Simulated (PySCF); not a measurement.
**YbP (quartet): density, localisation and related maps**

```xyz
2

Yb    0.0000    0.0000   -0.4279
P     0.0000    0.0000    2.4031
```

Computed with PBE0/x2c-SVPall, spin-free X2C-1e, Gaussian nucleus, at a bond length of 2.831 Å (PySCF 2.14.0).

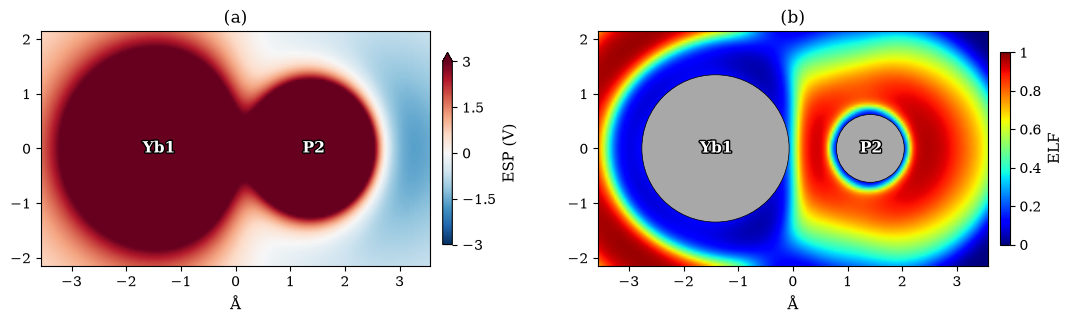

Figure 1. (a) molecular electrostatic potential; (b) electron localisation function on a plane that holds the molecular axis. Grey discs cover the atomic cores in the ELF map.

Q: What do the fields say about this system?

A: The section cuts through Yb and P sites. Yb–P (2.83 Å): the ELF peaks at about 0.90 in the valence shell of P, 1.0 Å from its nucleus, and is about 0.40 at the midpoint. Outside the dense part of the molecule the potential is most negative (−1.6 V) near P2.

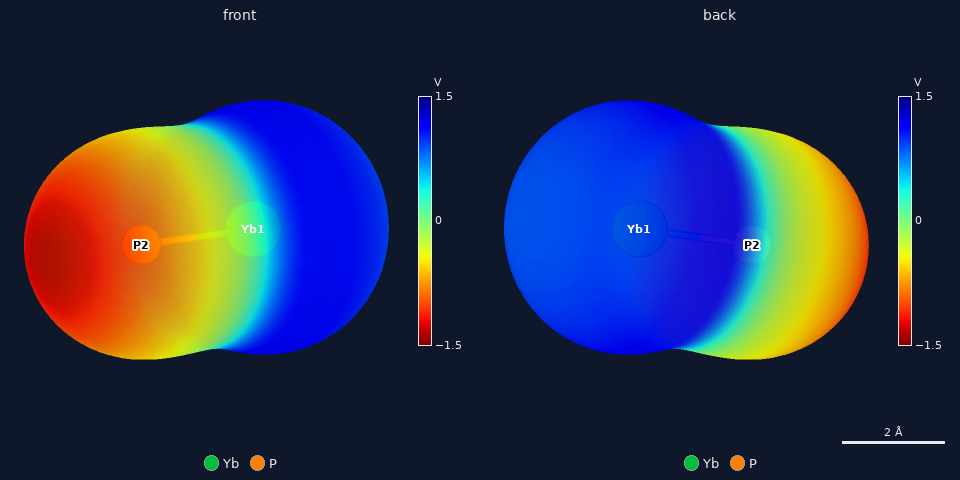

Figure 2. The molecular electrostatic potential painted on the density surface at 0.001 e/bohr³, seen from the front and from behind; red is negative and blue positive.

Q: Which sites attract a positive test charge, and which a negative one?

A: A positive charge is drawn to the negative regions and a negative charge to the positive ones. The most negative region (about −1.3 V) lies over P2, the most positive (about +1.2 V) over Yb1.
